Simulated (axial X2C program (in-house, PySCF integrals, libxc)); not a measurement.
# SeCo: bond curves with and without spin–orbit coupling, part 2 of 2

Computed with an in-house X2C program for linear molecules on PySCF integrals; all-electron X2C, Se dyall-cv3z, Co dyall-cv3z. Earlier steps stand in the parts before.

## Step 8: The spin-free curves together

Energy (eV) of the followed determinant, spin-free, from each level's lowest point:

```
R (Å)   PBE0     HF  MP2 (spin-contaminated)  PBEsol
1.822  1.041  2.223                    0.944   0.931
1.905  0.425  1.308                    0.339   0.355
1.968  0.164  0.838                    0.092   0.120
2.031  0.033  0.509                    0.000   0.013
2.094  0.000  0.283                    0.025   0.000
2.167  0.055  0.117                    0.129   0.074
2.241  0.182  0.029                    0.268   0.216
2.335  0.412  0.000                    0.472   0.463
2.450  0.741  0.056                    0.741   0.822
2.618  1.227  0.247                    1.148   1.383
```

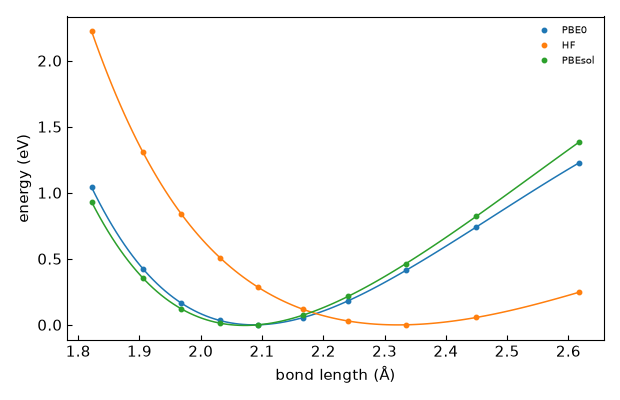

Curves of the followed state, spin-free, each from its own lowest point. Left out: MP2.

## Step 9: PBE0, 2c

State followed: Ω = 7/2 (excess of +ω over −ω: ω = -1/2, ω = 3/2, ω = 5/2). The scan is laid around 2.094 Å, a first estimate of the minimum, and this SCF restarts from the orbitals of the search.

Output at 2.094 Å:

```text
two-component X2C + atomic mean field  PBE0
basis functions 210  fitting functions 1187  grid points 5801
iter        total energy     max residual
   1      -3821.548679692     3.89e-01
   2      -3821.565852516     1.38e-03
   3      -3821.565683049     5.75e-03
   4      -3821.565862627     5.94e-04
   5      -3821.565866024     4.18e-04
   6      -3821.565868490     1.13e-04
   7      -3821.565868607     2.40e-05
   8      -3821.565868611     1.22e-05
   9      -3821.565868614     3.55e-06
  10      -3821.565868615     4.67e-06
converged
one-electron -5770.57412098  Coulomb 1866.40826367  exact exchange -36.32404234  xc functional -111.77385837  nuclear repulsion 231.98886324  atomic mean-field constant -1.29097383
```

Along the bond, energies from the lowest point:

```csv
R (Å),E (eV),μ (D),HOMO (eV),LUMO (eV),iterations
1.822,1.0463,3.59,-6.56,-2.64,16
1.905,0.4281,3.94,-6.52,-2.74,14
1.968,0.1659,4.20,-6.49,-2.88,14
2.031,0.0335,4.44,-6.44,-3.01,14
2.094,0.0000,4.67,-6.39,-3.13,10
2.167,0.0545,4.91,-6.34,-3.27,14
2.241,0.1820,5.12,-6.26,-3.39,17
2.335,0.4173,5.33,-6.08,-3.54,18
2.450,0.7608,5.42,-5.90,-3.61,27
2.618,1.2628,5.34,-5.77,-3.60,22
```

Dipoles are positive if Co is the positive end.

Outer spinors at the reference distance:

```tsv
ω	occupied	ε (eV)	atomic character	λ mixture
1/2	yes	-18.42	75% Se s, 10% Co p, 8% Co d	100% σ
-1/2	yes	-17.87	74% Se s, 10% Co p, 8% Co d	100% σ
-1/2	yes	-11.07	95% Co d, 4% Se p	100% π
3/2	yes	-11.00	96% Co d, 4% Se p	100% π
-3/2	yes	-10.56	100% Co d	100% δ
5/2	yes	-10.42	100% Co d	100% δ
1/2	yes	-10.31	80% Co d, 14% Se p, 4% Se s	100% σ
-1/2	yes	-9.09	59% Co d, 32% Se p, 5% Se s	100% σ
3/2	yes	-8.12	100% Co d	100% δ
1/2	yes	-7.51	52% Se p, 33% Co s, 13% Co d	96% σ, 4% π
-1/2	yes	-6.96	40% Se p, 30% Co d, 28% Co s	95% σ, 5% π
1/2	yes	-6.84	55% Se p, 36% Co d, 6% Co p	96% π, 4% σ
-3/2	yes	-6.63	57% Se p, 36% Co d, 6% Co p	100% π
-1/2	yes	-6.60	81% Se p, 9% Co p, 7% Co d	94% π, 6% σ
3/2	yes	-6.39	83% Se p, 10% Co p, 7% Co d	100% π
1/2	no	-3.13	39% Co s, 39% Co p, 18% Se p	100% σ
1/2	no	-2.84	62% Co d, 26% Se p, 10% Co p	100% π
-1/2	no	-2.59	43% Co s, 38% Co p, 13% Se p	100% σ
-3/2	no	-2.57	63% Co d, 25% Se p, 11% Co p	100% π
```

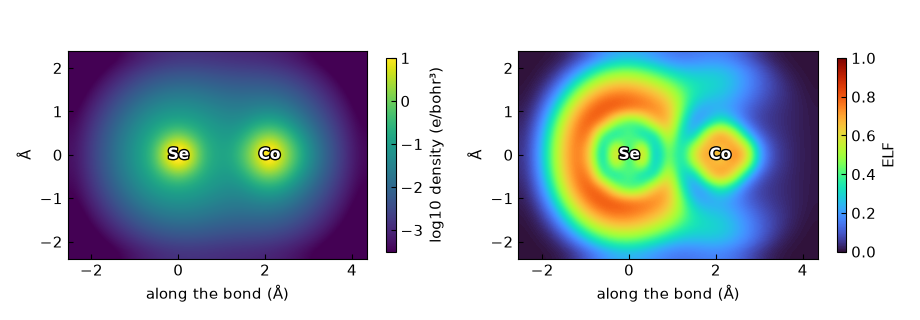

PBE0 fields in a plane through the axis, from a grid of 0.3 Å; Se lies at z = 0 and Co at z = 2.094 Å; the ELF is damped to zero where the density is low.

Re = 2.088 Å, ωe = 395 cm⁻¹, ωexe = 0.937 cm⁻¹, Be = 0.114 cm⁻¹, De = 2.90 eV, μ = 4.65 D.

## Step 10: HF, 2c

The SCF at the reference distance of 2.094 Å:

```text
two-component X2C + atomic mean field  HF
basis functions 210  fitting functions 1187  grid points 5801
iter        total energy     max residual
   1      -3818.764137268     1.64e-01
   2      -3818.828959468     3.59e-02
   3      -3818.845595496     2.89e-02
   4      -3818.854604478     1.32e-02
   5      -3818.862207838     6.86e-03
   6      -3818.863958179     3.77e-03
   7      -3818.864802803     2.34e-03
   8      -3818.865469450     1.55e-03
   9      -3818.865941767     1.47e-03
  10      -3818.866279436     1.44e-03
  11      -3818.866799382     1.38e-03
  12      -3818.867602575     1.17e-03
  13      -3818.867738797     1.11e-03
  14      -3818.868204284     7.67e-04
  15      -3818.868302815     7.79e-04
  16      -3818.868396516     7.54e-04
  17      -3818.868455224     6.89e-04
  18      -3818.868539195     6.49e-04
  19      -3818.868660165     6.46e-04
  20      -3818.868846295     5.50e-04
  21      -3818.868859588     5.06e-04
  22      -3818.868881777     4.58e-04
  23      -3818.868898178     3.59e-04
  24      -3818.868904695     2.28e-04
  25      -3818.868905408     1.83e-04
  26      -3818.868906007     1.29e-04
  27      -3818.868905927     9.12e-05
  28      -3818.868906428     6.49e-05
  29      -3818.868906443     4.27e-05
  30      -3818.868906656     1.92e-05
  31      -3818.868906711     7.09e-06
  32      -3818.868906724     2.40e-06
  33      -3818.868906725     1.29e-06
converged
one-electron -5768.43155847  Coulomb 1864.45514456  exact exchange -145.59038222  xc functional 0.00000000  nuclear repulsion 231.98886324  atomic mean-field constant -1.29097383
```

No constants are quoted: the solution changes its character somewhere along the scan, so the fit is set aside.

## Step 11: PBEsol, 2c

Output at 2.094 Å:

```text
two-component X2C + atomic mean field  PBEsol
basis functions 210  fitting functions 1187  grid points 5801
iter        total energy     max residual
   1      -3818.601982682     6.45e-02
   2      -3818.567334612     6.49e-02
   3      -3817.616845872     4.05e-01
   4      -3818.551205057     6.19e-02
   5      -3818.604180249     3.43e-02
   6      -3818.614303129     1.52e-02
   7      -3818.616312816     7.06e-03
   8      -3818.616922091     2.45e-03
   9      -3818.616966020     1.34e-04
  10      -3818.616966085     1.55e-04
  11      -3818.616966378     8.47e-05
  12      -3818.616966426     3.36e-06
  13      -3818.616966426     3.14e-06
converged
one-electron -5769.82729395  Coulomb 1865.56350676  exact exchange 0.00000000  xc functional -145.05106865  nuclear repulsion 231.98886324  atomic mean-field constant -1.29097383
```

Re = 2.073 Å, ωe = 398 cm⁻¹, ωexe = 1.11 cm⁻¹, Be = 0.1157 cm⁻¹, De = 4.28 eV, μ = 3.22 D.

## Step 12: MP2, 2c

Correlated methods: 15 electrons correlated (frozen shells, counted by type: Se 3 s, 2 p, 1 d; Co 3 s, 2 p), 265 virtual spinors in MP2.

Output of the correlated part at 2.094 Å:

```text
correlated 15  virtual 265  natural virtual 90  E(MP2) -0.408468383  MP2 remainder -0.040844726
iter   CCSD correlation   residual
   1     -0.367243096   1.58e-01
   2     -0.379548763   9.16e-02
   3     -0.387825585   6.45e-02
   4     -0.391859039   4.52e-02
   5     -0.396011182   3.04e-02
   6     -0.397299000   1.71e-02
   7     -0.398132058   1.02e-02
   8     -0.398304264   6.23e-03
   9     -0.398374473   3.64e-03
  10     -0.398456953   1.87e-03
  11     -0.398410483   1.07e-03
  12     -0.398438686   6.78e-04
  13     -0.398431448   4.15e-04
  14     -0.398429035   2.41e-04
  15     -0.398428057   1.44e-04
  16     -0.398427478   8.28e-05
  17     -0.398427087   5.27e-05
  18     -0.398427307   3.41e-05
  19     -0.398427058   1.68e-05
  20     -0.398427397   9.72e-06
  21     -0.398427439   6.45e-06
  22     -0.398427597   4.73e-06
  23     -0.398427717   3.31e-06
  24     -0.398427775   2.29e-06
  25     -0.398427796   1.54e-06
  26     -0.398427804   1.11e-06
(T) -0.018279142  T1 0.1264  D1 0.4304  max T2 0.070
```

Coupled cluster ran at too few distances for a curve.

MP2: No constants are quoted: the reference changes its character somewhere along the scan, so the fit is set aside.

## Step 13: A higher determinant, 2c

State: Ω = 1/2 (excess of +ω over −ω: ω = 1/2).

Output at the reference distance:

```text
two-component X2C + atomic mean field  PBE0
basis functions 210  fitting functions 1187  grid points 5801
iter        total energy     max residual
   1      -3821.544905511     3.89e-01
   2      -3821.562080991     1.24e-03
   3      -3821.561957156     5.02e-03
   4      -3821.562089146     6.29e-04
   5      -3821.562092614     4.19e-04
   6      -3821.562095144     1.00e-04
   7      -3821.562095247     1.42e-05
   8      -3821.562095255     8.09e-06
   9      -3821.562095261     9.20e-06
  10      -3821.562095264     3.33e-06
  11      -3821.562095266     4.12e-06
converged
one-electron -5770.62172547  Coulomb 1866.46145102  exact exchange -36.32511225  xc functional -111.77459797  nuclear repulsion 231.98886324  atomic mean-field constant -1.29097383
```

```csv
R (Å),E above the lowest PBE0 point (eV)
1.822,1.157
1.905,0.538
1.968,0.274
2.031,0.139
2.094,0.103
2.167,0.152
2.241,0.270
2.335,0.487
2.450,0.798
```

Re = 2.091 Å, ωe = 389 cm⁻¹, ωexe = 1.33 cm⁻¹, Be = 0.1137 cm⁻¹, μ = 4.62 D. Te = 0.10 eV.

## Step 14: The 2c curves together

Energy (eV) of the followed determinant, 2c, from each level's lowest point:

| R (Å) | PBE0 | HF (jumps) | MP2 (its reference jumps) | PBEsol |
| --- | --- | --- | --- | --- |
| 1.822 | 1.046 | 2.658 | 0.864 | 0.937 |
| 1.905 | 0.428 | 1.738 | 0.262 | 0.359 |
| 1.968 | 0.166 | 1.262 | 0.032 | 0.123 |
| 2.031 | 0.034 | 0.920 | 0.000 | 0.014 |
| 2.094 | 0.000 | 0.663 | 0.160 | 0.000 |
| 2.167 | 0.054 | 0.421 | 0.335 | 0.072 |
| 2.241 | 0.182 | 0.232 | 0.388 | 0.212 |
| 2.335 | 0.417 | 0.073 | 0.389 | 0.458 |
| 2.450 | 0.761 | 0.000 | 0.417 | 0.815 |
| 2.618 | 1.263 | 0.067 | 0.569 | 1.371 |

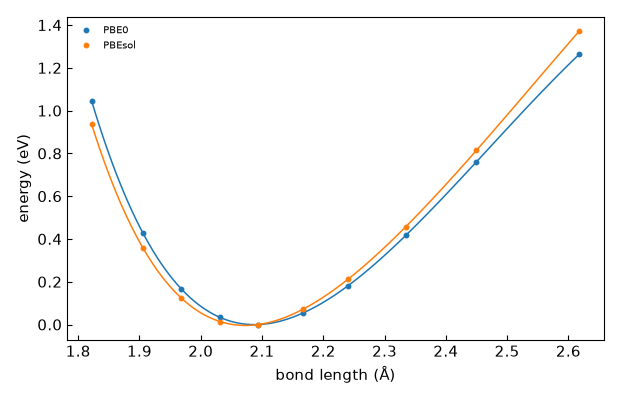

Curves of the followed state, 2c, each from its own lowest point. Left out: HF, MP2.

The whole job took 5.6 min on 1 thread, shared host.

## Step 15: What came out

This closing draws on all 2 parts.

Lowest determinant that the search found at its distance, spin-free: M_S = 3/2, Λ = 2 (beyond closed shells: π+α, π-α, δ+α, δ+β, δ-α).

Lowest determinant that the search found at its distance, 2c: Ω = 7/2 (excess of +ω over −ω: ω = -1/2, ω = 3/2, ω = 5/2).

```json
{"Hamiltonian": "spin-free", "level": "PBE0", "Re (Å)": "2.087", "ωe (cm⁻¹)": "395", "De (eV)": "2.97", "μ (D)": "4.66"}
{"Hamiltonian": "spin-free", "level": "HF", "Re (Å)": "2.322", "ωe (cm⁻¹)": "253.9", "De (eV)": "0.422", "μ (D)": "5.38"}
{"Hamiltonian": "spin-free", "level": "PBEsol", "Re (Å)": "2.072", "ωe (cm⁻¹)": "399", "De (eV)": "4.35", "μ (D)": "3.23"}
{"Hamiltonian": "2c", "level": "PBE0", "Re (Å)": "2.088", "ωe (cm⁻¹)": "395", "De (eV)": "2.90", "μ (D)": "4.65"}
{"Hamiltonian": "2c", "level": "PBEsol", "Re (Å)": "2.073", "ωe (cm⁻¹)": "398", "De (eV)": "4.28", "μ (D)": "3.22"}
```

Dipoles are positive if Co is the positive end. No constants: spin-free MP2 (the reference is strongly spin-contaminated); 2c HF (the solution changes its character somewhere along the scan, so the fit is set aside); 2c MP2 (the reference changes its character somewhere along the scan, so the fit is set aside). Spin-free ⟨S²⟩ is off its pure value at HF 4.33.

Time per point (s) on 1 thread, shared host (2c runs); the times are rough: PBE0 2.5, PBEsol 0.94.

In words: At PBE0, going from spin-free to two-component changes Re by +1 mÅ, ωe by 0.0 %, which is small (part of it comes from the scalar share of the two-electron terms). It costs about 1.5 times the time. De moves by -0.06 eV; both De rest on single-determinant atoms, which can miss part of an open shell's spin–orbit lowering.

De refers to Se + Co, each in the lowest determinant found, which need not be this curve's own limit. The state is a single determinant with fixed occupations, the lowest that a limited PBE0 search found. De is counted from the lowest determinant-based energies of the atoms at the same level, without counterpoise correction. Density functionals use the spin component along the axis (collinear). With several unpaired electrons one determinant need not be a pure state. The spin-free determinant is spin-contaminated at some levels.
